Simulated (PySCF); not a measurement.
# One shape, several levels: C3H7As (SMILES C=CC[AsH2])

Aim: a comparison of 4 runs (HF/def2-SVP, B3LYP/6-31G*, PBE0/def2-SVP, r2SCAN/def2-SVPD) of C3H7As. 

The calculation is run with PySCF 2.14.0.

### 1 Starting point

C3H7As has 11 atoms, charge 0, and is taken as a singlet. As SMILES, `C=CC[AsH2]`. Geometry: a GFN2-xTB relaxation, a rough one for these elements and not checked as a minimum. This is one conformer, not always the lowest.

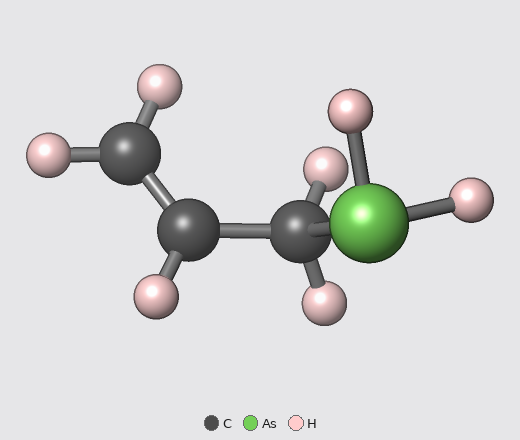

Viewed from a chosen angle; carbon dark grey, arsenic green, hydrogen pink.

### 2 Energy and gradient at HF/def2-SVP (run 1)

Input file input.py:

```python
# C=CC[AsH2]
from pyscf import gto, scf

system = gto.M(
    atom='''
C     -0.541470     1.693620     0.499980
C      0.240640     0.655350     0.738770
C     -0.066850    -0.740640     0.335960
As     1.165420    -1.325900    -1.134460
H     -1.493240     1.582490     0.006460
H     -0.272240     2.692670     0.796600
H      1.192650     0.797780     1.239400
H     -1.103370    -0.834910     0.007740
H      0.102020    -1.421760     1.176520
H      0.436370    -0.558930    -2.199400
H      0.340060    -2.539770    -1.467560
''',
    max_memory=1860,
    verbose=4,
    spin=0,
    basis='def2-svp',
    charge=0,
)

mf = scf.RHF(system)
mf.conv_tol = 1e-10
mf.kernel()
if not mf.converged:
    mf = mf.newton().run(mf.mo_coeff, mf.mo_occ)

etot = mf.e_tot
print(f'total energy: {etot:.8f} hartree')
grad = mf.nuc_grad_method().kernel()
mf.analyze()
```

Launch:

```bash
OMP_NUM_THREADS=1 python input.py
```

Standard output:

```text
PySCF version 2.14.0

[... 97 lines left out ...]
MO #9   energy= -8.01124969878419  occ= 2
[... 19 lines left out ...]
MO #29  energy= -0.345178159235858 occ= 2
[... 19 lines left out ...]
MO #49  energy= 0.685207417951737  occ= 0
[... 19 lines left out ...]
MO #69  energy= 1.45417216321717   occ= 0
[... 19 lines left out ...]
MO #89  energy= 2.34236217382836   occ= 0
[... 19 lines left out ...]
MO #109 energy= 3.69988730918594   occ= 0
[... 123 lines left out ...]
Dipole moment(X, Y, Z, Debye): -0.66022, -0.04469,  0.33725
```

It took 13 s on 1 thread of Arm Neoverse V1, shared host; peak memory 0.25 GiB.

### 3 Energy and forces at B3LYP/6-31G(d) (Cartesian functions) (run 2)

Input file input.xyz:

```xyz
11

C     -0.541470     1.693620     0.499980
C      0.240640     0.655350     0.738770
C     -0.066850    -0.740640     0.335960
As     1.165420    -1.325900    -1.134460
H     -1.493240     1.582490     0.006460
H     -0.272240     2.692670     0.796600
H      1.192650     0.797780     1.239400
H     -1.103370    -0.834910     0.007740
H      0.102020    -1.421760     1.176520
H      0.436370    -0.558930    -2.199400
H      0.340060    -2.539770    -1.467560
```

Input file run.py:

```python
import pyscf.grad
from pyscf import gto, dft

mol = gto.Mole()
mol.atom = 'input.xyz'
mol.spin = 0
mol.basis = '6-31g*'
mol.verbose = 4
mol.cart = True
mol.charge = 0
mol.max_memory = 1860
mol.build()

calc0 = dft.RKS(mol, xc='b3lyp')
calc0.grids.level = 5
calc0.conv_tol = 1e-10
calc0.kernel()
if not calc0.converged:
    calc0 = calc0.newton().run(calc0.mo_coeff, calc0.mo_occ)

e_final = calc0.e_tot
print(f'total energy: {e_final:.8f} hartree')
grad = calc0.Gradients().kernel()
dip = calc0.dip_moment()
pop, q = calc0.mulliken_pop()
```

Launch:

```bash
OMP_NUM_THREADS=1 python run.py
```

Standard output:

```text
PySCF version 2.14.0

[... 80 lines left out ...]
converged SCF energy = -2354.12495549369
total energy: -2354.12495549 hartree
[... 12 lines left out ...]
Dipole moment(X, Y, Z, Debye): -0.83136, -0.03339,  0.41156
[... 106 lines left out ...]
charge of   10H =      0.03723
```

Wall time 49 s (1 thread of Arm Neoverse V1, shared host); peak memory 0.93 GiB.

Run 3 isn't shown in full; the table further down has it.

### 4 Energy and forces at r2SCAN/def2-SVPD (run 4)

Input file input.py:

```python
# C=CC[AsH2]
import pyscf.grad
from pyscf import gto, dft

mol = gto.M(
    atom='''
C     -1.023230     3.200478     0.944825
C      0.454744     1.238432     1.396073
C     -0.126328    -1.399607     0.634872
As     2.202325    -2.505588    -2.143819
H     -2.821815     2.990473     0.012208
H     -0.514459     5.088409     1.505356
H      2.253782     1.507586     2.342127
H     -2.085067    -1.577751     0.014626
H      0.192790    -2.686737     2.223301
H      0.824620    -1.056225    -4.156264
H      0.642620    -4.799470    -2.773286
''',
    max_memory=1860,
    verbose=3,
    basis='def2-svpd',
    unit='bohr',
)

ks = dft.RKS(mol, xc='r2scan')
ks.conv_tol = 1e-10
ks.grids.level = 5
ks.kernel()
if not ks.converged:
    ks = ks.newton().run(ks.mo_coeff, ks.mo_occ)

e_final = ks.e_tot
print('E = %.10f Eh' % e_final)
grad = ks.Gradients().kernel()
dip = ks.dip_moment()
pop, q = ks.mulliken_pop()
```

Launch:

```bash
OMP_NUM_THREADS=1 python input.py
```

Standard output:

```text
converged SCF energy = -2353.9295830717
[... 9 lines left out ...]
Dipole moment(X, Y, Z, Debye): -0.65935, -0.10263,  0.36580
[... 166 lines left out ...]
charge of   10H =      0.05019
```

It took 3.5 min on 1 thread of Arm Neoverse V1, shared host; peak memory 1.8 GiB.

### 5 Overview of the runs

```tsv
run	level	Cartesian functions	integration grid	energy (Eh)	dipole moment (D)	HOMO energy (eV)	LUMO energy (eV)	wall time
1	HF/def2-SVP	no	–	-2351.478294	0.74	-9.39	3.87	13 s
2	B3LYP/6-31G* (Cartesian functions)	yes	5	-2354.124955	0.93	-6.62	0.18	49 s
3	PBE0/def2-SVP	no	5	-2353.586349	0.75	-7.04	0.17	62 s
4	r2SCAN/def2-SVPD	no	5	-2353.929583	0.76	-6.25	-0.81	3.5 min
```

### 6 Summary of results

| quantity | value |
| --- | --- |
| run 4: total energy | -2353.92958 Eh |
| run 4: dipole moment | 0.76 D |
| run 4: HOMO energy | -6.25 eV |
| run 4: LUMO energy | -0.81 eV |
| run 4: HOMO–LUMO gap | 5.44 eV |
| run 4: largest force on an atom | 0.836 eV/Å |

**Reading.** The dipole moment (its size) runs from 0.74 D (HF/def2-SVP) to 0.93 D (B3LYP/6-31G*). The two ends differ in method and basis. The HOMO–LUMO gap runs from 5.44 eV (r2SCAN/def2-SVPD) to 13.26 eV (HF/def2-SVP). Totals of different functionals can't be ranked against each other. All runs together took 5.6 min, the longest 3.5 min.
